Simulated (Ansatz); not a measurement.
**CH8AlNO2: density, localisation and related maps**

The calculation's input:

```
crystal:
  periodic: [false, false, false]
  atoms:
    - { symbol: Al, position_ang: [0.53985, 1.292271, -1.397081] }
    - { symbol: "N", position_ang: [-0.174695, -0.330002, 1.273244] }
    - { symbol: C, position_ang: [-0.3787, -1.751173, 1.434206] }
    - { symbol: O, position_ang: [-0.211798, 0.550342, -2.713893] }
    - { symbol: O, position_ang: [0.187319, 2.907664, -1.051205] }
    - { symbol: H, position_ang: [0.779303, -0.111089, 1.000408] }
    - { symbol: H, position_ang: [1.641734, 0.616162, -0.567354] }
    - { symbol: H, position_ang: [-0.378844, 0.181721, 2.11965] }
    - { symbol: H, position_ang: [-0.141257, -2.268756, 0.500595] }
    - { symbol: H, position_ang: [0.22215, -2.216404, 2.229631] }
    - { symbol: H, position_ang: [-1.430223, -1.95739, 1.651972] }
    - { symbol: H, position_ang: [-0.161294, -0.344935, -3.022908] }
    - { symbol: H, position_ang: [-0.493444, 3.431687, -1.457163] }
basis:
  gaussian: { orbitals: def2-SVP }
hamiltonian:
  xc: { name: BHLYP }
  dispersion: d4
relax:
  f_tol: 0.03
  max_steps: 50
output:
  orbitals: {}
```

Command:

```sh
ansatz run input.yaml --threads 2 --pin off --max-ram 3072MiB --backend cpu --events-out ev --progress --plain --runs-dir out
```

The fields are those of the relaxed geometry.

Level of theory: RKS BHLYP-D4/def2-SVP in Ansatz.

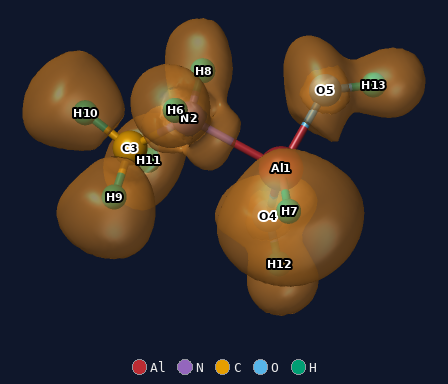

Figure 1. Isosurface of the electron localisation function at 0.75 (orange), seen at a tilt. Core shells and regions of very low density are left out.

> What do the ELF domains correspond to?

At this value the surface marks out four regions around hydrogen nuclei, one joined region spread over several atoms (H, N), in which their bonds and any lone pairs are merged and two joined regions spread over several atoms (H, O), in which their bonds and any lone pairs are merged. Along the contacts the grid gives the following. C–N (1.46 Å): the ELF peaks at about 0.95 between the atoms: a covalent bond. Al–O (1.72 Å): the ELF peaks at about 0.85 in the valence shell of O, 0.6 Å from its nucleus, and is about 0.40 at the midpoint.

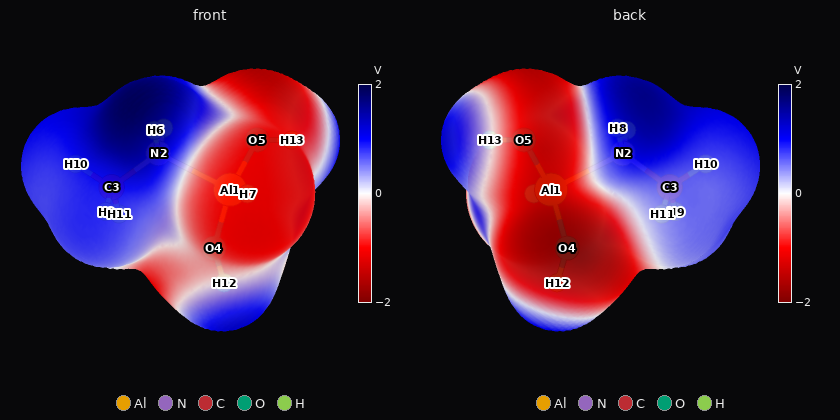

Figure 2. The electrostatic potential painted on the density surface at 0.001 e/bohr³, seen from the front and from behind; red is negative and blue positive.

> Where is the surface potential most negative and most positive?

The most negative region (about −1.9 V, or −44 kcal/mol for a unit charge) lies over O4, the most positive (about +1.9 V, or +44 kcal/mol for a unit charge) over H6. O4 is the likeliest acceptor of a hydrogen bond.

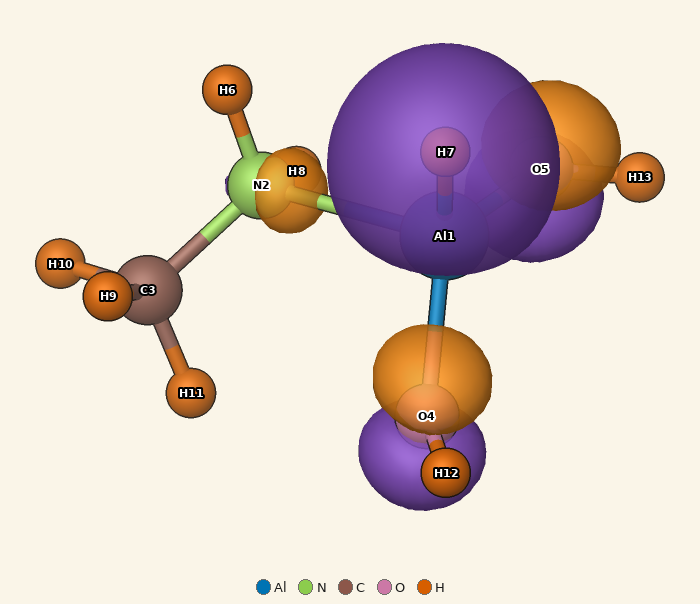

Figure 3. The HOMO at ±0.15 Å⁻³ᐟ² (orange and purple are the two phases), seen at a tilt.

> Describe this orbital and give its energy.

It lies mainly on H7 (about 40 %), Al1 (about 25 %), O5 (about 20 %) and O4 (about 15 %). Its energy is −8.53 eV.
